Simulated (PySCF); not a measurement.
Vertical excitations of a molecule C2H5ClF2Si from TDDFT-LC-ωPBE/def2-SVPD in PySCF, as energy in eV (oscillator strength): 7.65 (0.000), 8.06 (0.010), 8.70 (0.031), 8.87 (0.014), 9.01 (0.068), 9.15 (0.020), 9.36 (0.148), 9.48 (0.033), 9.83 (0.035), 9.87 (0.023). Lowest triplet (TDA): 7.10 eV. Geometry optimised at PBE0-D3(BJ)/def2-SVP. The values are those of a single conformer.

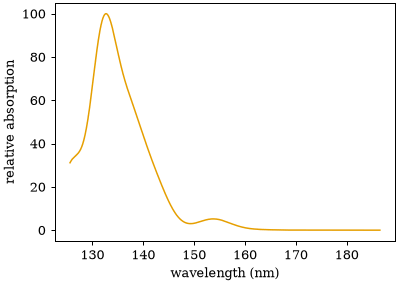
The lines broadened by 0.4 eV.

Question: Which structure fits?
A) FC(F)(Cl)C[SiH3]
B) FC[SiH](Cl)CF
C) FC(F)C[SiH2]Cl
D) CC(F)(F)[SiH2]Cl

Answer: D, CC(F)(F)[SiH2]Cl
